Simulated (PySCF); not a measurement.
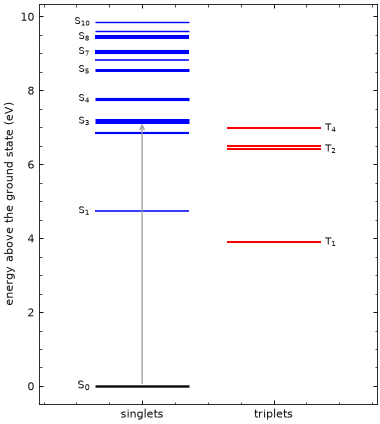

State diagram of BSiH₄F, SMILES FB[SiH3]. Vertical TDDFT excitations, PBE0/def2-SVP with PySCF 2.14.0, at a PBE0-D3(BJ)/def2-SVP geometry (no frequency check), gas phase. Triplets in the Tamm-Dancoff approximation; only the lowest 10 singlets and 4 triplets were computed. Thicker singlet lines are brighter; the arrow marks the brightest.

**How many of the triplet levels drawn lie below S1?**

1 of 4 (T1 3.89 eV, T2 6.40 eV, T3 6.51 eV, T4 6.97 eV; S1 4.73 eV).

**What are the energy, strength and character of the state that the arrow marks?**

S3 at 7.16 eV (173 nm), f = 0.070, mainly HOMO−2 → LUMO (95 %).

**What is the vertical gap between S1 and T1?**

0.85 eV: S1 at 4.73 eV, T1 at 3.89 eV.

Note: states above the negative HOMO energy depend on the basis; core orbitals are frozen in the response; def2-SVP has no diffuse functions, so states with Rydberg character are missing or too high.
